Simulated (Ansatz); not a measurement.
Reaction (SMILES): [C](F)=C → 2 C atom + F atom + 2 H atom
B3LYP-D3(BJ)/def2-TZVP geometries, fixed; electronic energies without zero-point terms.

Basis-set convergence of the atomisation energy at PBE with Ansatz (an electronic-structure program). Cartesian d functions, on some or all atoms, in 6-31G*, 6-31+G*; all else is spherical. The program fits the integrals of some runs and decomposes those of others, by size. Open shells are unrestricted. No added dispersion term, no relativity. Functions are those of the species that has most. Reference: the value in aug-pcseg-3, 476.40 kcal/mol, itself unsure by roughly 0.22 kcal/mol (its mean distance from aug-cc-pVQZ, cc-pV5Z, def2-QZVPPD). Deviations are taken from unrounded values.

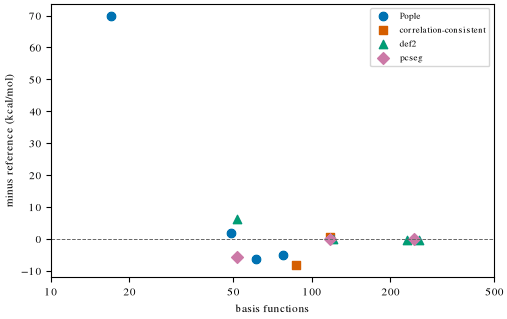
Figure: Deviation from the reference against the number of basis functions, by family of sets.

```json
[
 {"basis": "STO-3G", "functions": "17", "atomisation energy (kcal/mol)": "546.26", "minus reference (kcal/mol)": "69.86"},
 {"basis": "6-31G*", "functions": "49", "atomisation energy (kcal/mol)": "478.13", "minus reference (kcal/mol)": "1.73"},
 {"basis": "def2-SVP", "functions": "52", "atomisation energy (kcal/mol)": "482.67", "minus reference (kcal/mol)": "6.27"},
 {"basis": "pcseg-1", "functions": "52", "atomisation energy (kcal/mol)": "470.73", "minus reference (kcal/mol)": "-5.67"},
 {"basis": "6-31+G*", "functions": "61", "atomisation energy (kcal/mol)": "470.12", "minus reference (kcal/mol)": "-6.28"},
 {"basis": "6-311+G**", "functions": "78", "atomisation energy (kcal/mol)": "471.25", "minus reference (kcal/mol)": "-5.15"},
 {"basis": "aug-cc-pVDZ", "functions": "87", "atomisation energy (kcal/mol)": "468.22", "minus reference (kcal/mol)": "-8.18"},
 {"basis": "cc-pVTZ", "functions": "118", "atomisation energy (kcal/mol)": "476.90", "minus reference (kcal/mol)": "0.50"},
 {"basis": "pcseg-2", "functions": "118", "atomisation energy (kcal/mol)": "476.31", "minus reference (kcal/mol)": "-0.09"},
 {"basis": "def2-TZVPP", "functions": "121", "atomisation energy (kcal/mol)": "476.38", "minus reference (kcal/mol)": "-0.02"},
 {"basis": "def2-QZVPP", "functions": "231", "atomisation energy (kcal/mol)": "476.05", "minus reference (kcal/mol)": "-0.34"},
 {"basis": "pcseg-3", "functions": "246", "atomisation energy (kcal/mol)": "476.38", "minus reference (kcal/mol)": "-0.02"},
 {"basis": "def2-QZVPPD", "functions": "258", "atomisation energy (kcal/mol)": "476.00", "minus reference (kcal/mol)": "-0.40"}
]
```
